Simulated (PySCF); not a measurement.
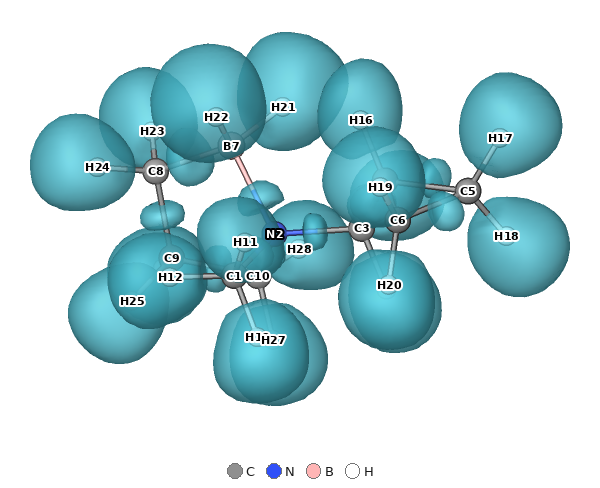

Figure. C8H18BN. Isosurface of the ELF at 0.85 (cyan), seen at an oblique angle. Only the valence region is drawn (cores and ρ < 0.01 e/Å³ removed).

Geometry: PBE0-D3(BJ)/def2-SVP.

All numbers below come from PBE0/pcSseg-1, SCF density, gas phase, non-relativistic in PySCF 2.14.0.

```xyz
28

C    -0.4316   -1.2029    1.0647
N    -0.5409   -0.4798   -0.2108
C     0.7417   -0.5037   -0.9494
C     1.8817    0.1744   -0.2476
C     3.2780   -0.1328   -0.7015
C     2.8160   -0.5899    0.6475
B    -1.1124    1.0587    0.0583
C    -2.7239    0.7884    0.1186
C    -2.9426   -0.6418   -0.4155
C    -1.6234   -1.0629   -1.0452
H     0.3390   -0.7303    1.6812
H    -1.3859   -1.1411    1.5989
H    -0.1749   -2.2615    0.8891
H     1.0041   -1.5555   -1.1696
H     0.5475    0.0041   -1.9052
H     1.6697    1.2116    0.0272
H     3.9914    0.6923   -0.7618
H     3.4070   -0.8912   -1.4800
H     3.2058   -0.0831    1.5340
H     2.6365   -1.6603    0.7869
H    -0.7590    1.6881   -0.9384
H    -0.5744    1.4760    1.0775
H    -3.2549    1.5193   -0.5104
H    -3.1540    0.8885    1.1277
H    -3.2119   -1.3414    0.3929
H    -3.7497   -0.7258   -1.1601
H    -1.4837   -2.1536   -1.1441
H    -1.5176   -0.6115   -2.0426
```

Q: Where are the electrons localised?

A: The ELF exceeds this value in one region between bonded B–C atoms (shared pairs), one region between bonded B–N atoms (shared pairs), six regions between bonded C–C atoms (shared pairs), three regions between bonded C–N atoms (shared pairs) and 18 regions around hydrogen nuclei. Along the contacts the grid gives the following. C–N (1.47 Å): the ELF peaks at about 0.95 between the atoms: a covalent bond. C–C (1.50 Å): the ELF peaks at about 0.90 between the atoms (localised, covalent bonding).
